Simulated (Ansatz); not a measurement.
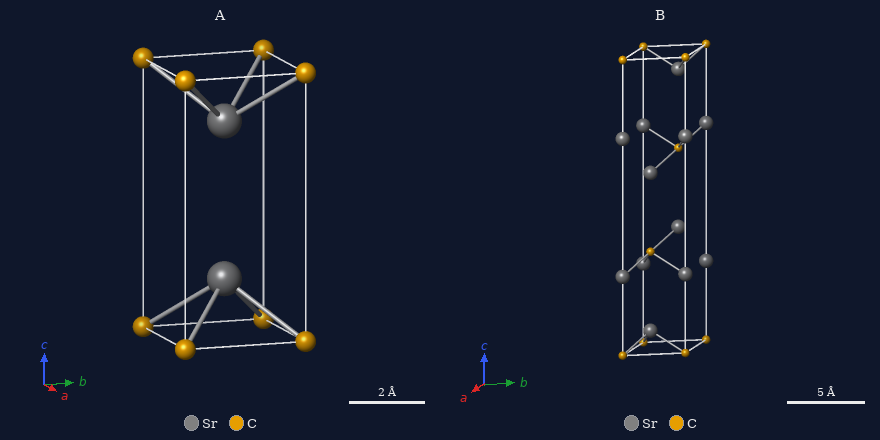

Two structures of Sr₂C, each relaxed to rest (conventional cells in solid outline, small ones repeated, not to one scale). Method: DFT PBE, scalar-relativistic, plane waves, PAW (Ansatz), without spin polarisation.

> State the structure in each panel.

A: 3 atoms a cell on a primitive tetragonal lattice, P4/mmm. B: 9 atoms a cell on a rhombohedral (trigonal R) lattice, R-3m.

> Which structure is more stable?

B is lower, by 206 meV/atom at this level of theory (energies at zero smearing). Volumes: A 28.6, B 32.9 Å³/atom.

One or both may be structure types tried for this composition rather than known phases.
